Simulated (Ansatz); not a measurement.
## Electronic structure of H5OSi···Cl in real space

The calculation's input:

```
crystal:
  periodic: [false, false, false]
  atoms:
    - {symbol: Si, position_ang: [-0.484577, -0.199591, -0.526897]}
    - {symbol: O, position_ang: [0.731116, -0.300463, 0.873534]}
    - {symbol: H, position_ang: [-1.052381, -1.498139, -0.009283]}
    - {symbol: H, position_ang: [0.048027, -0.570427, -1.849333]}
    - {symbol: H, position_ang: [-1.648276, 0.702828, -0.414862]}
    - {symbol: H, position_ang: [1.129733, 0.627973, 0.829267]}
    - {symbol: Cl, position_ang: [0.864008, 1.832094, -0.638444]}
    - {symbol: H, position_ang: [0.412450, -0.594276, 1.736018]}
basis:
  gaussian: {orbitals: def2-TZVPP}
hamiltonian: {xc: pbe0, dispersion: d4}
output: {orbitals: {seedname: orbitals}}
```

Launched as:

```sh
ansatz run in.yaml --threads 2 --pin off --events-out ev --progress --plain --max-ram 4352MiB
```

A transition-state structure; geometry: PBE0-D4/def2-TZVP.

Method: RKS PBE0-D4/def2-TZVPP (Ansatz 0.2.0).

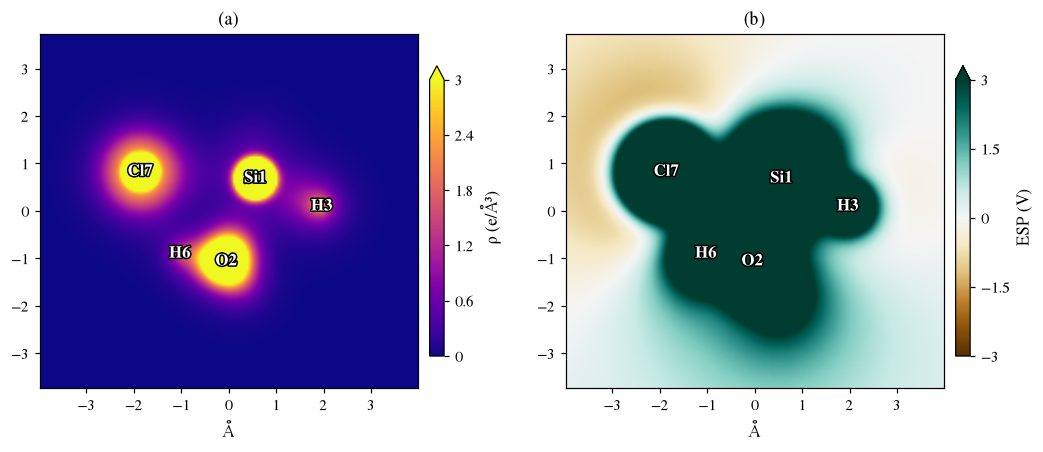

Figure 1. (a) total electron density; (b) molecular electrostatic potential on the plane of atoms O2, Si1 and H3.

> Interpret the plot.

The plane passes through Si, O, H and Cl nuclei.
Si1···Cl7 (2.44 Å): the density falls to about 0.34 e/Å³ on the way.
Cl7···H6 (1.92 Å): the density falls to about 0.35 e/Å³ on the way; by its geometry a hydrogen bond between the two molecules, with no shared pair.
Si–O (1.86 Å): ρ at the midpoint is about 0.72 e/Å³.
Outside the dense part of the complex the potential is most negative (−1.2 V) near Cl7.

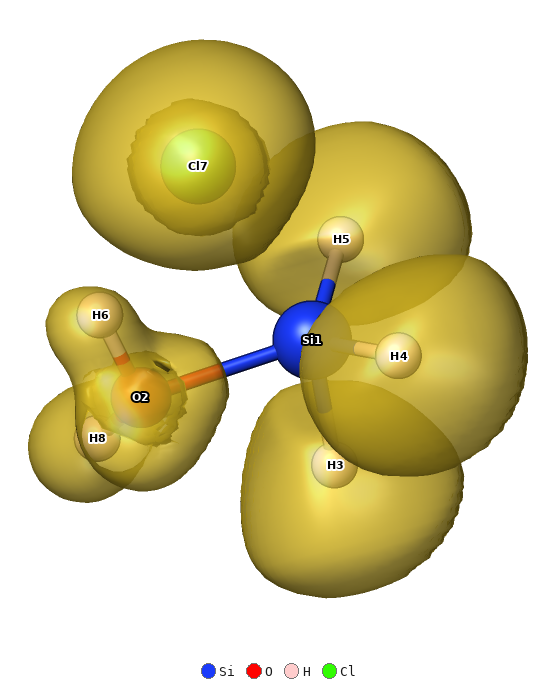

Figure 2. Isosurface of the electron localisation function at 0.75 (yellow), seen at a tilt. Only the valence region is drawn (cores and ρ < 0.01 e/Å³ removed).

> Describe the localisation domains.

The ELF exceeds this value in three regions around hydrogen nuclei, one region wrapped around Cl (its valence shell) and one joined region spread over several atoms (H, O), in which their bonds and any lone pairs are merged. Along the contacts the grid gives the following. Si1···Cl7 (2.44 Å): the ELF peaks at about 0.85 between the atoms. Cl7···H6 (1.92 Å): the ELF dips to about 0.25 between them: a closed-shell contact with the geometry of a hydrogen bond.

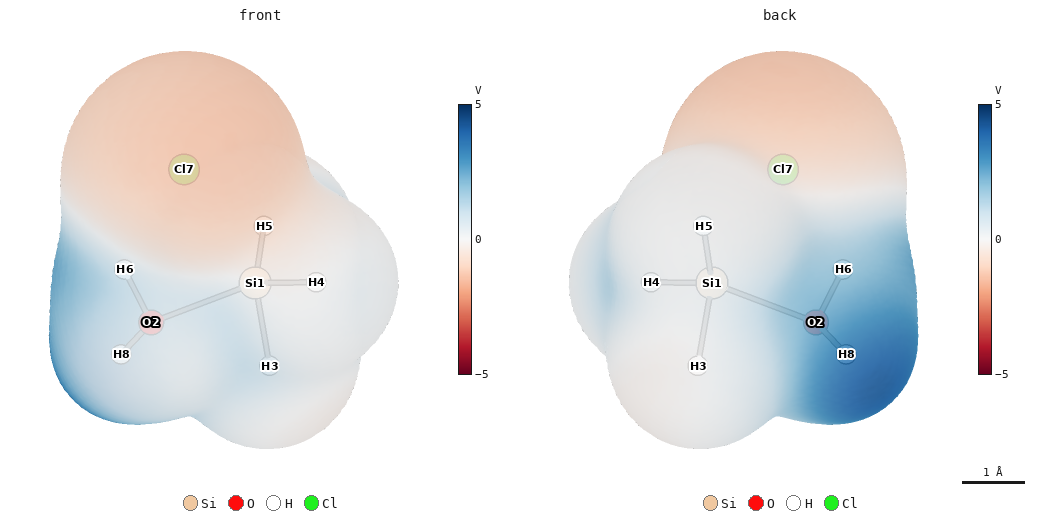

Figure 3. The electrostatic potential painted on the density surface at 0.002 e/bohr³, seen from the front and from behind; the colour scale runs from red (negative) to blue (positive).

> Describe the electrostatic potential map.

The most negative region (about −1.3 V, or −30 kcal/mol for a unit charge) lies over Cl7, the most positive (about +4.1 V, or +95 kcal/mol for a unit charge) over H8.
